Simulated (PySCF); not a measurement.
Single-point calculation, with input and output: NF₃

NF₃, SMILES FN(F)F, computed with r2SCAN/STO-6G, RKS (PySCF 2.14.0).

The geometry comes from this level: PBE0-D4/def2-TZVP.

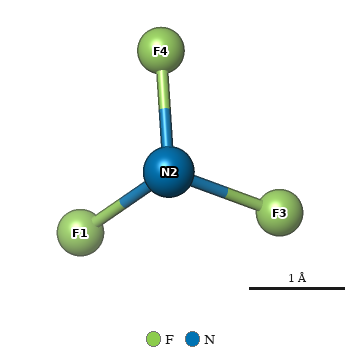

Fig. 1: The input geometry (ball-and-stick view, seen on its broad side; atoms are numbered from 1 in the order of the input).

## Key numbers

- outcome: converged
- total energy: −352.338720 hartree
- basis functions: 20
- HOMO: −3.73 eV
- LUMO: 4.67 eV
- dipole moment: 0.50 D
- hardware: 1 thread of Arm Neoverse V2, 24 GiB of memory available, shared host
- wall time: 4.2 s
- peak memory: 0.2 GiB

## Input file (input.py)
```python
# FN(F)F
from pyscf import gto, dft

system = gto.Mole()
system.atom = '''
F    0.614010   0.000340   1.066930
N    0.353420  -0.074150  -0.266250
F   -0.636280  -1.006490  -0.312240
F   -0.331150   1.080310  -0.488440
'''
system.basis = 'sto-6g'
system.verbose = 3
system.spin = 0
system.max_memory = 1860
system.build()

mf = dft.RKS(system)
mf.xc = 'r2scan'
mf.conv_tol = 1e-10
mf.grids.level = 5
mf.kernel()
if not mf.converged:
    mf = mf.newton().run(mf.mo_coeff, mf.mo_occ)

energy = mf.e_tot
print(f'total energy: {energy:.8f} hartree')
```

Run as:
```bash
OMP_NUM_THREADS=1 python input.py
```

## What the program printed
```
converged SCF energy = -352.338720032824
total energy: -352.33872003 hartree
```

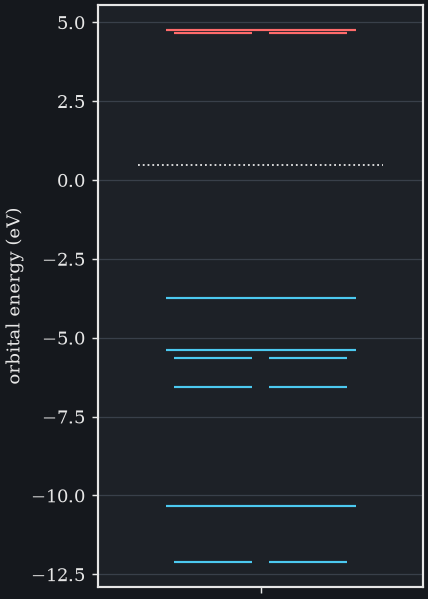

Fig. 2: Orbital energies near the frontier; the dotted line parts filled from empty levels, and levels within 0.02 eV of each other stand side by side. Highest filled −3.73 eV, lowest empty 4.67 eV, 8.40 eV apart.
